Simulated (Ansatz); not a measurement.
# Response to strain in PtS

Start from PtS (space group P4_2/mmc, No. 131; a = 3.4751 Å, c = 6.0673 Å). Axes: x, y, z lie along a, b, c of the conventional cell.

Strains are applied to the cell and any free atomic positions relax; under biaxial strain the out-of-plane vector relaxes too.

All numbers come from DFT with PBEsol, PAW potentials and a 420 eV plane-wave cutoff in Ansatz (a first-principles code), no spin-orbit coupling.

Notes on the quantities. in-plane stress: mean in-plane stress (compression positive).

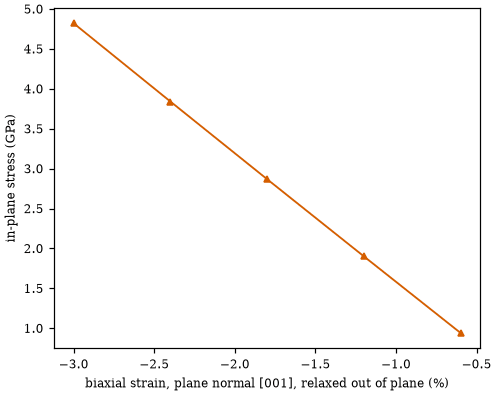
Figure. in-plane stress against biaxial strain, plane normal [001], relaxed out of plane

```json
[
 {"biaxial strain, plane normal [001], relaxed out of plane (%)": "-3", "in-plane stress": "+4.8 GPa"},
 {"biaxial strain, plane normal [001], relaxed out of plane (%)": "-2.4", "in-plane stress": "+3.8 GPa"},
 {"biaxial strain, plane normal [001], relaxed out of plane (%)": "-1.8", "in-plane stress": "+2.9 GPa"},
 {"biaxial strain, plane normal [001], relaxed out of plane (%)": "-1.2", "in-plane stress": "+1.9 GPa"},
 {"biaxial strain, plane normal [001], relaxed out of plane (%)": "-0.6", "in-plane stress": "+0.9 GPa"}
]
```

Whether these cells are dynamically stable was not tested.
